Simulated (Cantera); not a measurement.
Charge: 1 mol MgO, 1.3 mol H2S, 19 mol N2, 8.8 mol O2, equilibrated at 1125 °C.

Equilibrium computed with Cantera from the NASA thermochemical tables; the gas is ideal and each condensed phase is pure. Candidate condensed phases: H2O, H2SO4, Mg, MgO, Mg(OH)2, MgS, MgSO4, S; 43 gas species. Mutual solubility and eutectic melting of coexisting phases are not modelled. Rates play no part.

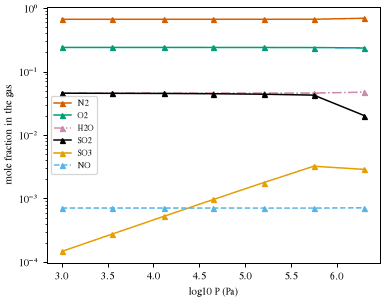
*Equilibrium gas composition (values under 1e-9 drawn at 1e-9)*

**Question.** Read off the mole fractions at 160000 Pa.

**Answer.** N2 about 0.67, O2 about 0.24, H2O about 0.046, SO2 about 0.044, SO3 about 0.0018, NO about 0.00070.
